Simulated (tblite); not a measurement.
**C$_{3}$H$_{14}$OSi$_{3}$: geometry relaxation (part 4 of 4)**

C$_{3}$H$_{14}$OSi$_{3}$; GFN2-xTB geometry optimisation, gas phase (tblite 0.8.0). It belongs to a series of runs on one base structure; here: H on Si replaced by iPr.

Geometry of the input (Å):
```
C  -1.6802  0.8403  0.9396
C  -1.9286  -0.4580  0.2022
C  -3.0762  -0.2525  -0.7133
Si -0.3535  -0.9361  -0.6568
Si 1.3848  0.2569  0.0991
O  2.6886  -0.8395  0.2934
Si 4.1981  -0.0096  0.3352
H  -0.9185  0.6505  1.7154
H  -1.3535  1.5795  0.1787
H  -2.6208  1.1688  1.4372
H  -2.1590  -1.2397  0.9773
H  -2.9557  -0.7057  -1.7068
H  -3.9840  -0.6955  -0.2026
H  -3.2820  0.8477  -0.7590
H  -0.4066  -0.7753  -2.0966
H  -0.0803  -2.3477  -0.3263
H  1.0891  0.9406  1.3581
H  1.6637  1.2687  -0.9206
H  5.2250  -0.8535  -0.2648
H  4.5114  0.2956  1.7518
H  4.0295  1.2816  -0.3324
```

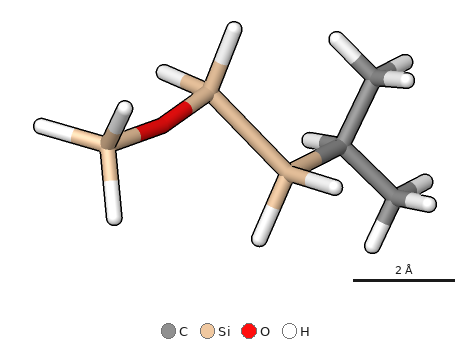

The geometry at step 215 of the log (stick view, seen at a tilt).

**Trajectory as extended XYZ, continued**
```
21
Properties=species:S:1:pos:R:3:forces:R:3 step=190 energy=-623.62864
C    -2.1900    1.1684    0.5795    0.0180   0.0700  -0.0150
C    -1.9025   -0.2996    0.2791    0.0080   0.0150   0.0290
C    -2.9124   -0.8274   -0.7374    0.0330   0.0490   0.0570
Si   -0.1052   -0.5649   -0.3244    0.0130   0.0160  -0.0200
Si    1.4011    0.6324    0.9466   -0.0550  -0.0140   0.0670
O     2.8537    0.2594    0.3303    0.1970  -0.0400  -0.0660
Si    4.2978   -0.2575   -0.1791   -0.0540   0.0380   0.0190
H    -1.5231    1.5627    1.3499   -0.0570  -0.0820  -0.0870
H    -2.0627    1.7691   -0.3221   -0.0380  -0.0120   0.0790
H    -3.2167    1.2856    0.9280    0.0160   0.0610  -0.0240
H    -2.0370   -0.8551    1.2141   -0.0360  -0.0440  -0.0220
H    -2.7279   -1.8755   -0.9595    0.0010   0.0020   0.0090
H    -3.9323   -0.7294   -0.3623    0.0400  -0.0090  -0.0160
H    -2.8373   -0.2639   -1.6663   -0.0110  -0.0350   0.0320
H    -0.0766   -0.1769   -1.7521   -0.0010  -0.0390   0.0300
H     0.1022   -2.0300   -0.3172    0.0160   0.0430  -0.0380
H     1.4929    0.3019    2.3801   -0.0270   0.0010  -0.0560
H     1.3430    2.0995    0.8606   -0.0030  -0.0160  -0.0090
H     4.0410   -1.3588   -1.1098   -0.0010   0.0430   0.0200
H     5.0398   -0.7103    0.9980   -0.0140   0.0170  -0.0240
H     4.9433    0.8871   -0.8270   -0.0470  -0.0640   0.0340
21
Properties=species:S:1:pos:R:3:forces:R:3 step=196 energy=-623.63413
C    -2.2019    1.1914    0.5493    0.0000   0.0050   0.0070
C    -1.9119   -0.2827    0.2814   -0.0060  -0.0160  -0.0200
C    -2.9348   -0.8433   -0.7009   -0.0020  -0.0010   0.0050
Si   -0.1245   -0.5379   -0.3599    0.0190  -0.0040  -0.0560
Si    1.4126    0.5847    0.9423    0.0110  -0.0190  -0.0310
O     2.8642    0.1924    0.3276    0.0340  -0.0130  -0.0060
Si    4.3400   -0.2496   -0.1564   -0.0590   0.0090   0.0380
H    -1.5104    1.5957    1.2869   -0.0160   0.0140   0.0100
H    -2.1026    1.7729   -0.3666   -0.0020  -0.0220   0.0200
H    -3.2178    1.3252    0.9225    0.0140   0.0030  -0.0020
H    -2.0327   -0.8280    1.2257    0.0290   0.0410  -0.0160
H    -2.7400   -1.8931   -0.9080    0.0010   0.0090   0.0120
H    -3.9449   -0.7555   -0.3001    0.0040   0.0000  -0.0210
H    -2.8943   -0.2993   -1.6425   -0.0030  -0.0120   0.0150
H    -0.1189   -0.1165   -1.7796   -0.0050   0.0040   0.0550
H     0.0789   -2.0002   -0.4273    0.0040   0.0020   0.0040
H     1.4759    0.2064    2.3615   -0.0070  -0.0030   0.0060
H     1.3886    2.0539    0.8970   -0.0070  -0.0040  -0.0020
H     4.1394   -1.3521   -1.0969    0.0080   0.0300  -0.0010
H     5.0840   -0.6779    1.0277   -0.0070   0.0070  -0.0080
H     4.9422    0.9306   -0.7745   -0.0110  -0.0300  -0.0070
21
Properties=species:S:1:pos:R:3:forces:R:3 step=202 energy=-623.63644
C    -2.2018    1.2099    0.5212    0.0250   0.0000  -0.0030
C    -1.9123   -0.2695    0.2770    0.0000  -0.0060  -0.0090
C    -2.9542   -0.8592   -0.6677   -0.0050   0.0130   0.0030
Si   -0.1378   -0.5259   -0.4022    0.0150   0.0060   0.0200
Si    1.4127    0.5323    0.9385   -0.0140   0.0260  -0.0130
O     2.8620    0.1286    0.3284    0.0200  -0.0280  -0.0050
Si    4.3646   -0.2434   -0.1275   -0.0290   0.0130  -0.0160
H    -1.4848    1.6348    1.2226   -0.0140   0.0070  -0.0060
H    -2.1405    1.7682   -0.4120    0.0020  -0.0100   0.0190
H    -3.2016    1.3521    0.9317   -0.0010  -0.0240  -0.0130
H    -2.0043   -0.7893    1.2378    0.0130   0.0020  -0.0050
H    -2.7682   -1.9171   -0.8400    0.0000   0.0210   0.0150
H    -3.9594   -0.7501   -0.2596    0.0190  -0.0050  -0.0010
H    -2.9238   -0.3492   -1.6283    0.0000  -0.0100   0.0010
H    -0.1515   -0.0296   -1.7933    0.0020   0.0020  -0.0090
H     0.0600   -1.9849   -0.5393   -0.0160   0.0260   0.0060
H     1.4585    0.1303    2.3516   -0.0070  -0.0200   0.0100
H     1.4091    2.0039    0.9323   -0.0060  -0.0170  -0.0110
H     4.2313   -1.3367   -1.0887   -0.0080  -0.0040   0.0040
H     5.1084   -0.6489    1.0629   -0.0040   0.0030   0.0120
H     4.9248    0.9607   -0.7362    0.0090   0.0040   0.0020
21
Properties=species:S:1:pos:R:3:forces:R:3 step=208 energy=-623.63772
C    -2.2007    1.2207    0.5018   -0.0010  -0.0010  -0.0060
C    -1.9100   -0.2602    0.2736    0.0150   0.0200   0.0120
C    -2.9690   -0.8650   -0.6408    0.0090  -0.0130   0.0220
Si   -0.1471   -0.5097   -0.4335   -0.0050  -0.0030  -0.0030
Si    1.4158    0.4942    0.9302    0.0010   0.0130  -0.0190
O     2.8557    0.0693    0.3113    0.0110  -0.0090  -0.0020
Si    4.3839   -0.2341   -0.1092   -0.0150  -0.0020  -0.0010
H    -1.4810    1.6598    1.1908    0.0030   0.0040  -0.0010
H    -2.1508    1.7634   -0.4402    0.0020   0.0180   0.0020
H    -3.1979    1.3633    0.9177   -0.0120  -0.0110   0.0000
H    -1.9786   -0.7655    1.2441   -0.0030  -0.0090  -0.0100
H    -2.7890   -1.9266   -0.7884    0.0000  -0.0160  -0.0010
H    -3.9656   -0.7430   -0.2172   -0.0060   0.0000  -0.0010
H    -2.9536   -0.3812   -1.6145    0.0050   0.0120  -0.0030
H    -0.1816    0.0236   -1.8108    0.0150   0.0020  -0.0040
H     0.0392   -1.9640   -0.6110   -0.0090  -0.0030  -0.0010
H     1.4502    0.0533    2.3320   -0.0050   0.0050   0.0100
H     1.4304    1.9652    0.9494    0.0020  -0.0120   0.0090
H     4.3022   -1.3266   -1.0766    0.0060   0.0010   0.0070
H     5.1191   -0.6120    1.0967   -0.0130  -0.0030  -0.0030
H     4.9192    0.9920   -0.6965   -0.0010   0.0070  -0.0050
21
Properties=species:S:1:pos:R:3:forces:R:3 step=215 energy=-623.63833
C    -2.2036    1.2256    0.4984   -0.0050   0.0030  -0.0030
C    -1.9079   -0.2546    0.2720   -0.0020   0.0000  -0.0010
C    -2.9722   -0.8704   -0.6285   -0.0040   0.0030  -0.0010
Si   -0.1521   -0.4992   -0.4514   -0.0010  -0.0150  -0.0060
Si    1.4179    0.4809    0.9188    0.0020   0.0030   0.0100
O     2.8482    0.0337    0.2934    0.0200  -0.0050  -0.0050
Si    4.3907   -0.2329   -0.1011   -0.0130   0.0010  -0.0070
H    -1.4857    1.6655    1.1884    0.0020   0.0060   0.0090
H    -2.1529    1.7727   -0.4414   -0.0060  -0.0090   0.0010
H    -3.2022    1.3632    0.9129   -0.0030  -0.0010   0.0020
H    -1.9664   -0.7583    1.2439    0.0080   0.0040   0.0050
H    -2.7964   -1.9348   -0.7649    0.0120   0.0080  -0.0010
H    -3.9667   -0.7419   -0.2017   -0.0060   0.0020   0.0030
H    -2.9609   -0.3961   -1.6071   -0.0030  -0.0010  -0.0100
H    -0.1889    0.0491   -1.8235    0.0080  -0.0060   0.0080
H     0.0263   -1.9530   -0.6401   -0.0040  -0.0010  -0.0100
H     1.4440    0.0358    2.3206    0.0010   0.0000  -0.0050
H     1.4501    1.9504    0.9538    0.0050   0.0060  -0.0020
H     4.3466   -1.3271   -1.0692    0.0040   0.0070   0.0110
H     5.1130   -0.5958    1.1171   -0.0070   0.0000  -0.0040
H     4.9101    1.0043   -0.6815   -0.0060  -0.0060   0.0040
21
Properties=species:S:1:pos:R:3:forces:R:3 step=221 energy=-623.63865
C    -2.2048    1.2267    0.5029   -0.0060  -0.0020   0.0010
C    -1.9087   -0.2526    0.2720    0.0000  -0.0040   0.0000
C    -2.9780   -0.8688   -0.6225    0.0030  -0.0070  -0.0060
Si   -0.1573   -0.4992   -0.4628    0.0030   0.0040   0.0040
Si    1.4203    0.4743    0.9044    0.0040  -0.0120   0.0050
O     2.8434    0.0057    0.2770    0.0000  -0.0010  -0.0040
Si    4.3967   -0.2316   -0.0925   -0.0020   0.0010   0.0010
H    -1.4892    1.6655    1.1965   -0.0010  -0.0010  -0.0030
H    -2.1528    1.7754   -0.4356   -0.0050   0.0040  -0.0020
H    -3.2051    1.3616    0.9151    0.0060   0.0010   0.0020
H    -1.9602   -0.7574    1.2440    0.0030   0.0020  -0.0020
H    -2.7988   -1.9324   -0.7588    0.0000  -0.0030  -0.0020
H    -3.9707   -0.7427   -0.1905    0.0030   0.0020   0.0020
H    -2.9734   -0.3971   -1.6027    0.0010   0.0080   0.0050
H    -0.1934    0.0584   -1.8307   -0.0020   0.0010   0.0000
H     0.0149   -1.9516   -0.6677   -0.0030   0.0000   0.0030
H     1.4440    0.0339    2.3072    0.0000  -0.0040   0.0060
H     1.4695    1.9432    0.9397    0.0000   0.0090  -0.0090
H     4.3848   -1.3290   -1.0571    0.0020   0.0050   0.0030
H     5.1070   -0.5794    1.1369   -0.0020   0.0010  -0.0010
H     4.9030    1.0140   -0.6659   -0.0020  -0.0050   0.0000
21
Properties=species:S:1:pos:R:3:forces:R:3 step=227 energy=-623.63892
C    -2.2054    1.2232    0.5110    0.0080   0.0050   0.0030
C    -1.9089   -0.2542    0.2702    0.0000   0.0000   0.0070
C    -2.9850   -0.8649   -0.6197    0.0020   0.0060   0.0020
Si   -0.1617   -0.4982   -0.4755   -0.0060  -0.0050  -0.0070
Si    1.4236    0.4692    0.8870   -0.0010   0.0040  -0.0080
O     2.8406   -0.0251    0.2647    0.0060  -0.0110   0.0010
Si    4.4049   -0.2324   -0.0777   -0.0060   0.0080   0.0010
H    -1.4822    1.6597    1.1981    0.0010   0.0050  -0.0030
H    -2.1659    1.7765   -0.4255   -0.0040   0.0020   0.0020
H    -3.2004    1.3539    0.9365   -0.0010   0.0030   0.0010
H    -1.9519   -0.7629    1.2402   -0.0060  -0.0070   0.0030
H    -2.8074   -1.9274   -0.7648    0.0020  -0.0050  -0.0090
H    -3.9744   -0.7412   -0.1792    0.0080   0.0000   0.0010
H    -2.9867   -0.3838   -1.5951   -0.0050  -0.0050  -0.0050
H    -0.2043    0.0637   -1.8413   -0.0020   0.0060   0.0000
H     0.0011   -1.9505   -0.6899    0.0050   0.0020   0.0070
H     1.4374    0.0457    2.2953    0.0060   0.0020   0.0020
H     1.4882    1.9390    0.8999   -0.0030  -0.0080   0.0030
H     4.4299   -1.3318   -1.0385   -0.0050  -0.0060  -0.0020
H     5.1049   -0.5617    1.1624   -0.0040   0.0020   0.0030
H     4.8946    1.0202   -0.6492    0.0060   0.0040   0.0000
21
Properties=species:S:1:pos:R:3:forces:R:3 step=233 energy=-623.63912
C    -2.2027    1.2188    0.5224    0.0010   0.0010   0.0000
C    -1.9099   -0.2578    0.2711   -0.0030   0.0020  -0.0030
C    -2.9879   -0.8587   -0.6232   -0.0020  -0.0010   0.0000
Si   -0.1659   -0.5040   -0.4805    0.0070   0.0030   0.0050
Si    1.4239    0.4696    0.8719   -0.0010   0.0050   0.0020
O     2.8387   -0.0416    0.2583    0.0070  -0.0050  -0.0050
Si    4.4084   -0.2313   -0.0701   -0.0060  -0.0030  -0.0040
H    -1.4754    1.6508    1.2080    0.0010   0.0020  -0.0020
H    -2.1679    1.7776   -0.4112    0.0020  -0.0010   0.0020
H    -3.1955    1.3491    0.9533    0.0030  -0.0020   0.0020
H    -1.9539   -0.7742    1.2372   -0.0030  -0.0010  -0.0010
H    -2.8092   -1.9189   -0.7852    0.0000   0.0010   0.0020
H    -3.9753   -0.7426   -0.1768   -0.0020  -0.0030  -0.0020
H    -2.9946   -0.3647   -1.5922   -0.0030   0.0000  -0.0030
H    -0.2109    0.0567   -1.8467   -0.0050   0.0000  -0.0030
H    -0.0039   -1.9569   -0.6883    0.0040  -0.0010   0.0000
H     1.4374    0.0669    2.2864    0.0020   0.0020  -0.0010
H     1.4944    1.9389    0.8640   -0.0020  -0.0020   0.0050
H     4.4474   -1.3350   -1.0262    0.0020   0.0030   0.0030
H     5.0995   -0.5490    1.1782   -0.0010   0.0020   0.0000
H     4.8943    1.0232   -0.6415    0.0000  -0.0030   0.0020
```

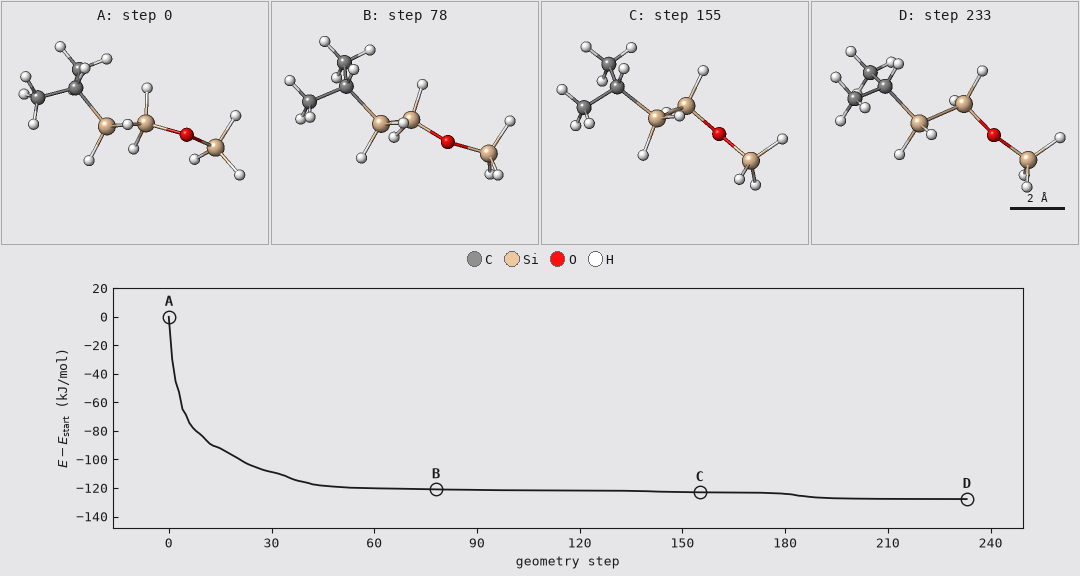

Frames of the relaxation (ball-and-stick view, seen at a tilt) above the curves, on which the letters mark them (steps are counted from 0).

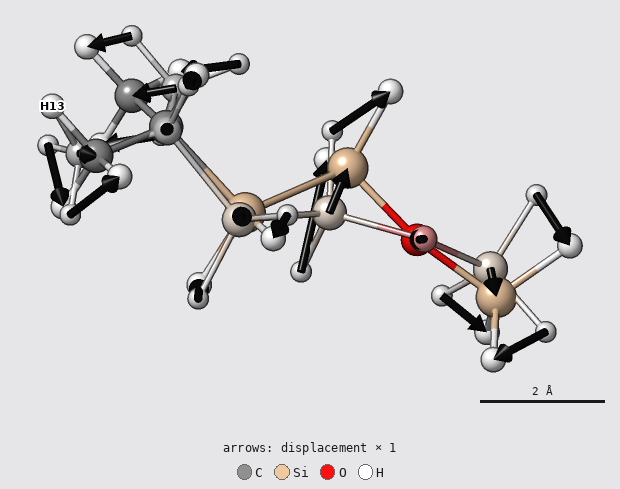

Start (faint) and end (solid) with the displacements as black arrows, at true length (ball-and-stick view, seen at a tilt). The two geometries are laid on each other by the best rigid fit. H18 moves most after the best rigid fit: 1.97 Å. Largest moves by element: H 1.97 Å, Si 0.81 Å, O 0.79 Å, C 0.75 Å. Among the contacts that change: O6–Si7 1.723 → 1.615 Å, Si5–O6 1.715 → 1.625 Å, Si4–Si5 2.240 → 2.303 Å, C2–Si4 1.857 → 1.915 Å. Among the angles that change: Si5–O6–Si7 111.2° → 163.8°, Si4–Si5–H18 106.3° → 116.9°, Si5–Si4–H16 106.9° → 115.0°. The energy falls by 127.7 kJ/mol in 233 geometry steps. The largest force component goes from 2.8 to 0.007 eV/Å. (Atoms are counted from 1 in the order of the input.)

**Results in brief**

- outcome: converged
- total energy: −623.6391 eV
- hardware: 1 CPU thread, shared host
- wall time: 9.4 s
- peak memory: 0.18 GiB
